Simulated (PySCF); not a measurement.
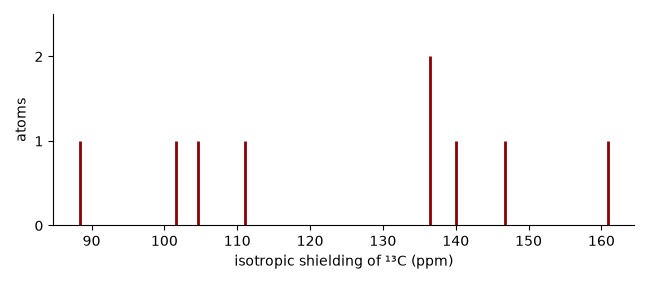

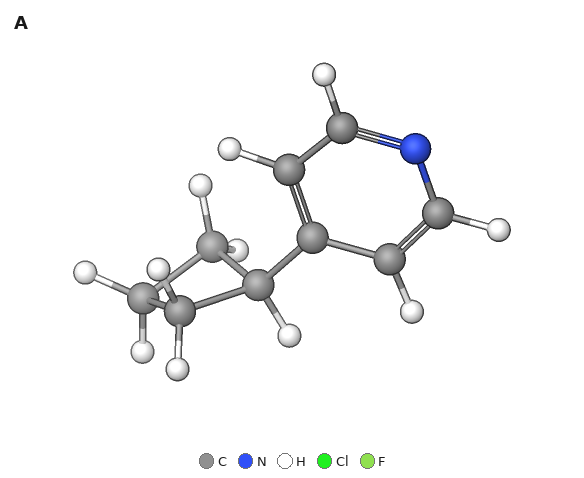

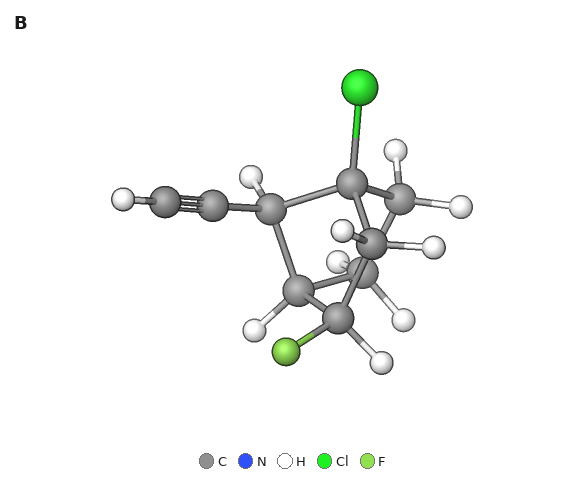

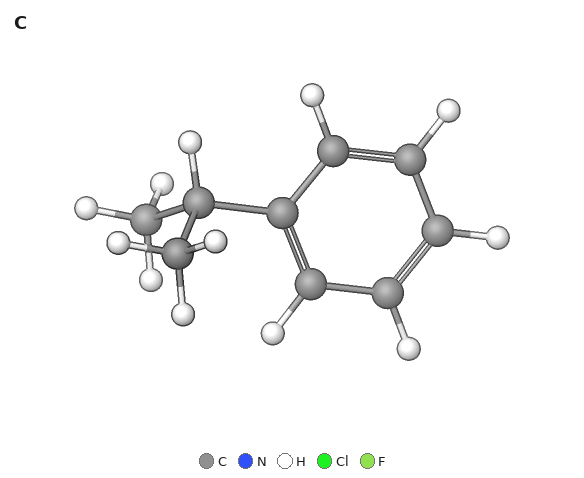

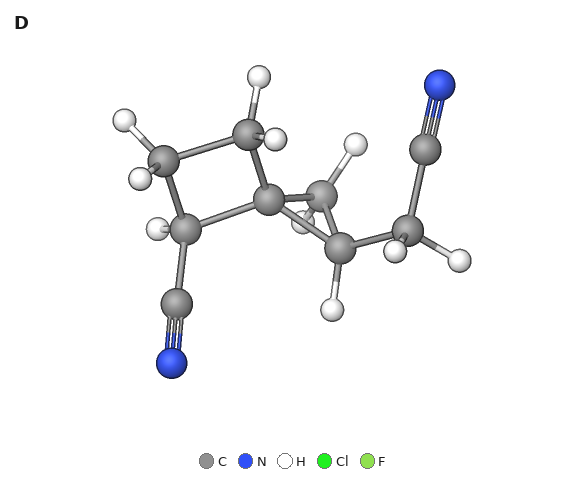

The sticks are computed shieldings of one of the molecules, for one fixed geometry (GFN2-xTB) without averaging over rotations. Low shielding means a high chemical shift. Method: GIAO PBE0/pcSseg-1 NMR shielding, non-relativistic, gas phase (PySCF 2.14.0).

**Which molecule gives this pattern?**

B, `C#C[C@@H]1[C@H]2CC[C@]1(Cl)C[C@H]2F`. Its 9 C atoms give lines at 88.4, 101.6, 104.6, 111.1, 136.4 (2 atoms), 140.1, 146.8, 160.9 ppm.
